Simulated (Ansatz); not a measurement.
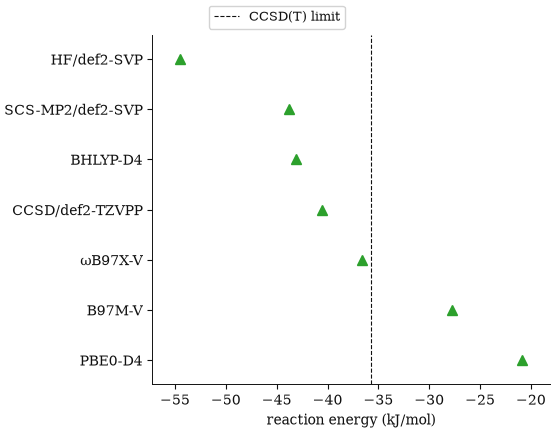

Electronic reaction energy of BSi₃H₉ (B[SiH2][SiH2][SiH3]) + SiNH₅ (N[SiH3]) → BSi₂NH₈ (B[SiH2]N[SiH3]) + Si₂H₆ ([SiH3][SiH3]) (SMILES in brackets) at several levels (functionals in def2-TZVPP unless a basis is named), isolated molecules at PBE0-D4 triple-zeta geometries, minima by their frequencies, no zero-point or thermal terms, the Ansatz code. The line is frozen-core CCSD(T) at the basis limit (MP2 extrapolated from triple and quadruple zeta, plus CCSD(T) less MP2 in a smaller set). The distance of HF/def2-SVP, SCS-MP2/def2-SVP and CCSD/def2-TZVPP to the limit includes basis error.

**What do zero-point energy and temperature add?**

Zero-point change −5.6 kJ/mol; at 298.15 K and 1 bar the CCSD(T) limit plus thermal terms gives an enthalpy of reaction of −42.5 and a free energy of −36.8 kJ/mol (harmonic PBE0-D4 modes, ideal gas).

**Give the values.**

| level | kJ/mol | less CCSD(T) limit |
| --- | --- | --- |
| HF/def2-SVP | −54.5 | −18.8 |
| SCS-MP2/def2-SVP | −43.8 | −8.1 |
| BHLYP-D4 | −43.1 | −7.4 |
| CCSD/def2-TZVPP | −40.6 | −4.9 |
| ωB97X-V | −36.6 | −0.9 |
| B97M-V | −27.7 | 8.0 |
| PBE0-D4 | −20.8 | 14.9 |
| CCSD(T) limit | −35.7 | 0.0 |

Note: one conformer of each flexible molecule.
